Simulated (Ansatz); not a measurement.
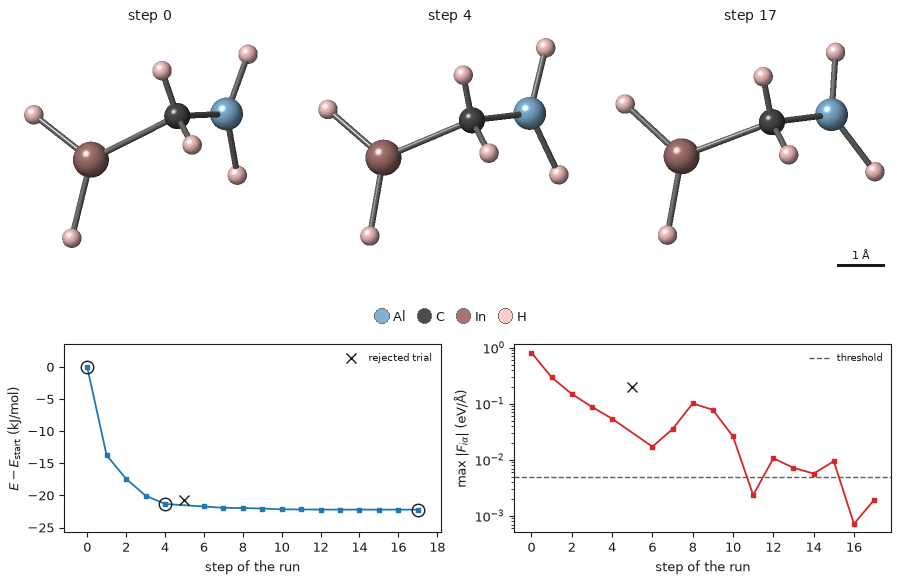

Frames of a relaxation of CH6AlIn, marked on the history of the run. A ball-and-stick model, seen from a free direction.

The start comes from GFN2-xTB.

Computed with RKS PBE0-D4/def2-TZVP in Ansatz 0.2.0. (force threshold 0.005 eV/Å; at most 150 steps)

Question: What happens along the run?

Answer: After 16 accepted moves (17 points after the start) the energy has fallen by 22.2 kJ/mol. The largest force component goes from 0.81 to 0.0019 eV/Å. The line search rejected the trial step at point 5 of the run. The forces were under the threshold at step 11, but the run went on from there. The largest move after the best rigid fit is that of an H atom, 0.92 Å. By element the largest moves are H 0.92 Å, C 0.29 Å, In 0.22 Å, Al 0.11 Å. Some distances before and after: C–In 2.248 → 2.157 Å, Al–H 1.548 → 1.590 Å, Al–C 1.965 → 1.929 Å, H–In 1.743 → 1.726 Å. Among the angles between lasting bonds that change: Al–C–In 98.3° → 115.9°, H–In–H 111.5° → 121.7°, Al–C–H 120.2° → 110.2°. Groups turn about Al–C by about 30°. The run took roughly 90 core-seconds on a shared host. From step 0 to 4: an H atom moves most (0.49 Å), energy −21.3 kJ/mol. From step 4 to 17: an H atom moves most (0.42 Å), energy −0.88 kJ/mol.
